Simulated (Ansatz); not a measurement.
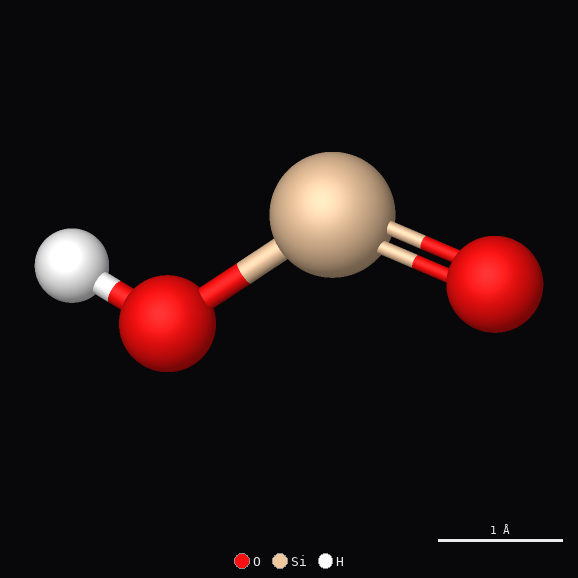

Double and triple bonds are drawn as two and three sticks.

Charge 0, doublet.

Give the formula.

Answer. HO2Si, 4 atoms: 1 hydrogen, 2 oxygen and 1 silicon.

Write the SMILES.

Answer. O=[Si]O

Count the bonded pairs by element.

Answer. 2 O–Si, 1 O–H.

How many sets of symmetry-equivalent atoms are there?

Answer. 4: 1 O, 1 Si, 1 O, 1 H.

More results for the same structure follow; atom numbers are the same in all pictures, views and colours differ. The geometry was computed by an optimisation with PBE0-D4/def2-TZVP. No frequency run is at hand to confirm it as a minimum.

## Charges

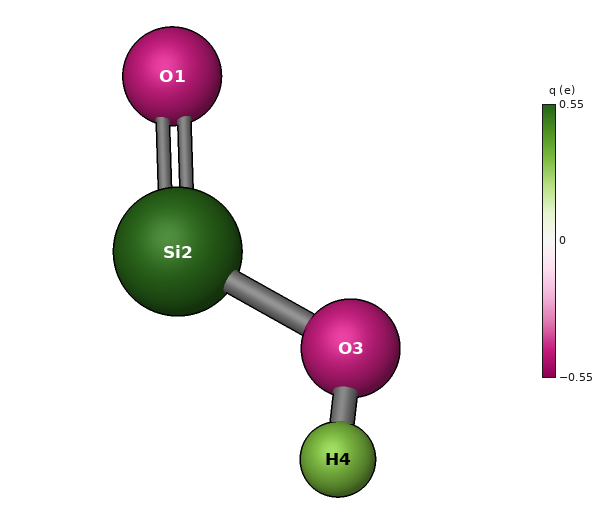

Atoms are coloured by their Mulliken charges. No frequency run is at hand to confirm it as a minimum. Level of theory: UKS PBE0-D4/def2-TZVP (Ansatz 0.2.0).

Give the Mulliken charges atom by atom.

```csv
atom,value (e)
O1,−0.44
Si2,0.54
O3,−0.43
H4,0.34
```

## Electronic properties

No frequency run is at hand to confirm it as a minimum. Properties computed with UHF-CCSD(T), frozen core/def2-TZVPP (Ansatz 0.2.0).

What is the T1 diagnostic?

Answer. 0.024.

Give the ⟨S²⟩ of the determinant at this level.

Answer. 0.765.

## Dipole moment

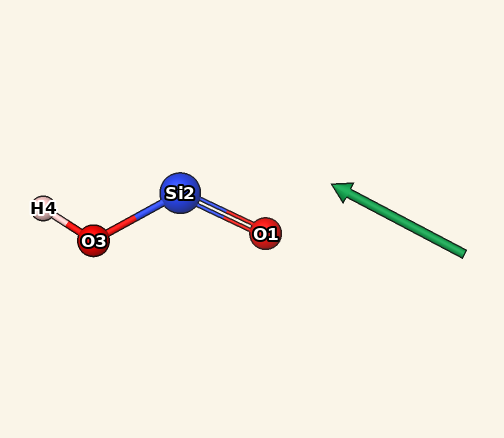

The arrow beside the molecule shows the direction of the dipole moment, from the negative to the positive end (its length means nothing). No frequency run is at hand to confirm it as a minimum. Method: UKS PBE0-D4/def2-TZVP (Ansatz 0.2.0).

How large is the dipole moment?

Answer. 4.72 D; it points from the side of O1 to the side of H4 (the outermost atoms at the two ends).

Mulliken values depend strongly on the basis set and can even reverse the polarity of a bond.
